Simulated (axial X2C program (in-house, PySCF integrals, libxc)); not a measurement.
## Relativistic diatomic calculation for InC⁺

- system: InC⁺. The reference is closed-shell InC⁺; the roots are vertical excitation energies. The distance is the PBE0 minimum at charge 1.
- method: EOM-EE-CCSD, two-component X2C with atomic mean-field Coulomb and Gaunt terms, In dyall-acv3z, C dyall-av3z (cores contracted) (axial X2C program (in-house, PySCF integrals, libxc))

**Log**
```
two-component X2C + atomic mean field  HF
basis functions 203  fitting functions 1047  grid points 5079
iter        total energy     max residual
   1      -5913.264234234     3.66e-01
   2      -5913.290967373     8.83e-03
   3      -5913.293466554     2.21e-02
   4      -5913.294063293     8.52e-03
   5      -5913.294246357     1.49e-03
   6      -5913.294329966     3.80e-03
   7      -5913.294412305     2.87e-03
   8      -5913.294492714     7.50e-04
   9      -5913.294532926     7.95e-04
  10      -5913.294543315     5.38e-04
  11      -5913.294544499     1.22e-04
  12      -5913.294544667     2.04e-05
  13      -5913.294544685     1.27e-05
  14      -5913.294544686     2.53e-06
  15      -5913.294544686     5.85e-07
converged
one-electron -8259.07465506  Coulomb 2444.36001176  exact exchange -163.41888316  xc functional 0.00000000  nuclear repulsion 68.11650613  atomic mean-field constant -3.27752436
correlated 16  virtual 302  natural virtual 88  E(MP2) -0.576583547  MP2 remainder -0.115475622
iter   CCSD correlation   residual
   1     -0.446780656   1.83e-01
   2     -0.466328973   1.10e-01
   3     -0.472815703   7.72e-02
   4     -0.476134981   5.57e-02
   5     -0.479688507   3.46e-02
   6     -0.480406976   1.65e-02
   7     -0.480588882   9.46e-03
   8     -0.480830238   6.98e-03
   9     -0.480762302   5.51e-03
  10     -0.480835301   4.75e-03
  11     -0.480815110   4.20e-03
  12     -0.480885659   3.29e-03
  13     -0.480939301   2.30e-03
  14     -0.480968853   1.77e-03
  15     -0.481002462   1.43e-03
  16     -0.481031769   1.14e-03
  17     -0.481055510   7.75e-04
  18     -0.481082674   4.64e-04
  19     -0.481094317   2.75e-04
  20     -0.481100034   1.62e-04
  21     -0.481101855   1.10e-04
  22     -0.481103079   9.02e-05
  23     -0.481104863   6.97e-05
  24     -0.481106300   5.01e-05
  25     -0.481107204   3.74e-05
  26     -0.481107749   3.11e-05
  27     -0.481107929   2.64e-05
  28     -0.481108014   2.32e-05
  29     -0.481108253   1.93e-05
  30     -0.481108457   1.18e-05
  31     -0.481108685   6.41e-06
  32     -0.481108850   3.39e-06
  33     -0.481108936   2.04e-06
  34     -0.481108989   1.22e-06
  35     -0.481109008   7.79e-07
(T) -0.01402722244576661  T1 0.0435  D1 0.1177  max T2 0.146
EOM-EE-CCSD roots
2*Omega      energy/Eh   energy/eV  one-particle weight
    0      -0.00188845     -0.0514      0.960
    0       0.01620794      0.4410      0.757
    0       0.08237206      2.2415      0.147
    0       0.10710697      2.9145      0.716
    0       0.12713175      3.4594      0.233
    2      -0.00686161     -0.1867      0.956
    2       0.01401648      0.3814      0.841
    2       0.07592004      2.0659      0.116
    2       0.10987518      2.9899      0.692
    4       0.01769103      0.4814      0.838
    4       0.07572804      2.0607      0.180
    4       0.11828354      3.2187      0.613
    6       0.21351407      5.8100      0.001
```

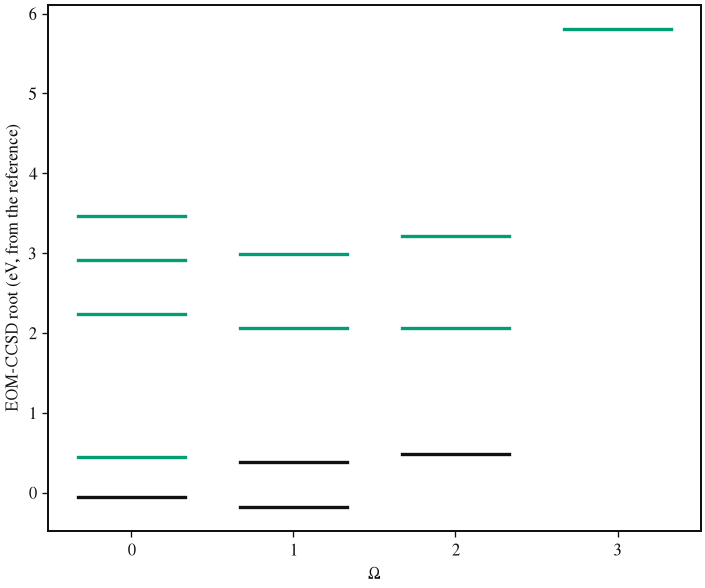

Figure 1. EOM-CCSD roots by Ω at 2.28 Å; roots whose one-particle weight is under 0.8 have the second colour. The lowest has Ω = 1 and lies at −0.187 eV, with one-particle weight 0.96. 9 of the 13 roots are less well described at this level.

**Input file**
```
{"zs": [49, 6], "q": 1, "bas": ["dyall-acv3z", "dyall-av3z"], "r0": 2.03, "eom": "ee", "thr": -2.0, "nmax": 88}
```

The line is the task of a batch: nuclear charges, charge, bases, a first guess of the distance and further settings. This report covers the levels named above. The log is that of the reference distance 2.284 Å.

Launched within a batch (the task file carries these settings):
```bash
python <driver script> task.json out
```

**Summary**

- outcome: converged
- HF energy of the reference InC⁺: −5913.29454 hartree
- MP2 energy of the reference InC⁺: −5913.87113 hartree
- CCSD energy of the reference InC⁺ (with the MP2 share of the virtual spinors left out of the coupled-cluster step): −5913.89113 hartree
- CCSD(T) energy of the reference InC⁺: −5913.90516 hartree
- T1 diagnostic (spinor form; for a closed shell √2 times the usual value): 0.043
- hardware: 1 thread of Intel Xeon (Sapphire Rapids), 64 GiB of memory available, shared host
- wall time: 1.9 min
- peak memory: 0.98 GiB
